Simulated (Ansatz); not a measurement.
H₁₂HfN₄Si

The calculation's input:

```
crystal:
  periodic: [false, false, false]
  atoms:
    - { symbol: Hf, position_ang: [-0.57237, -0.229043, -0.50205] }
    - { symbol: "N", position_ang: [0.078018, 0.98159, 2.61055] }
    - { symbol: H, position_ang: [0.429602, 0.362347, 3.378715] }
    - { symbol: H, position_ang: [0.411177, 1.953579, 2.841991] }
    - { symbol: "N", position_ang: [1.293902, -0.741208, 0.169334] }
    - { symbol: H, position_ang: [2.008827, -1.329552, -0.279492] }
    - { symbol: H, position_ang: [1.687254, -0.276605, 1.013505] }
    - { symbol: "N", position_ang: [-0.789075, 1.653237, -1.278012] }
    - { symbol: H, position_ang: [-1.657312, 1.943504, -1.754945] }
    - { symbol: H, position_ang: [-0.159592, 2.472271, -1.265084] }
    - { symbol: "N", position_ang: [-1.168519, -1.627101, -1.866043] }
    - { symbol: H, position_ang: [-0.91424, -2.622228, -1.78985] }
    - { symbol: H, position_ang: [-1.706518, -1.511994, -2.739249] }
    - { symbol: Si, position_ang: [-2.57439, -0.460671, 1.213576] }
    - { symbol: H, position_ang: [-3.950593, -0.640151, 0.590136] }
    - { symbol: H, position_ang: [-2.480119, -1.615971, 2.202887] }
    - { symbol: H, position_ang: [-2.789605, 0.732293, 2.147847] }
    - { symbol: H, position_ang: [-0.972145, 0.999802, 2.746183] }
basis:
  gaussian: { orbitals: def2-SVP }
hamiltonian:
  xc: pbe
relax:
  f_tol: 0.03
  max_steps: 50
output:
  orbitals: {}
```

Command:

```sh
ansatz run input.yaml --threads 4 --pin off --max-ram 5120MiB --backend cpu --events-out ev --progress --plain --runs-dir out
```

The fields are those of the run's last geometry, not of the input's.

Core potentials replace the inner electrons of Hf.

All numbers below come from Ansatz 0.2.0, RKS PBE/def2-SVP.

> What will maps of the electron density and electron localisation function show?

Hf–N (2.07 Å): the density is about 0.73 e/Å³ at the midpoint; the ELF peaks at about 0.90 in the valence shell of N, 0.6 Å from its nucleus, and is about 0.25 at the midpoint.
N–H (1.03 Å): the density is about 2.6 e/Å³ at the midpoint; the ELF climbs to about 1 towards the hydrogen, as it does in any bond to H (a covalent bond by its length).

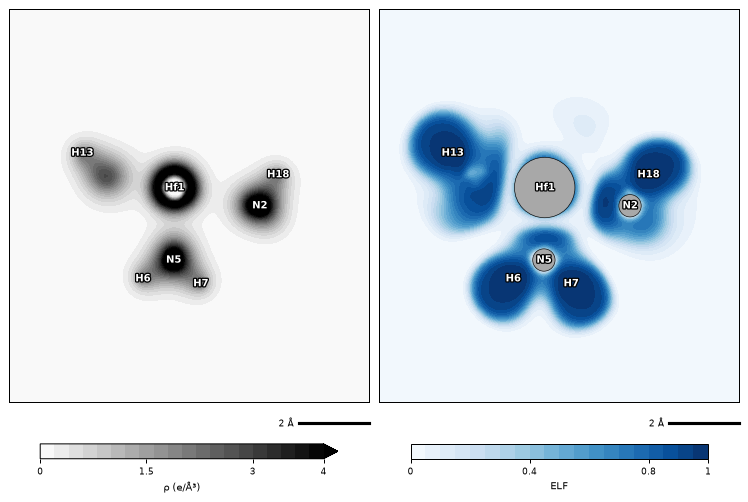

Computed electron density and electron localisation function on the plane of atoms H6, N5 and H7, in this order. Grey discs cover the atomic cores in the ELF map. 
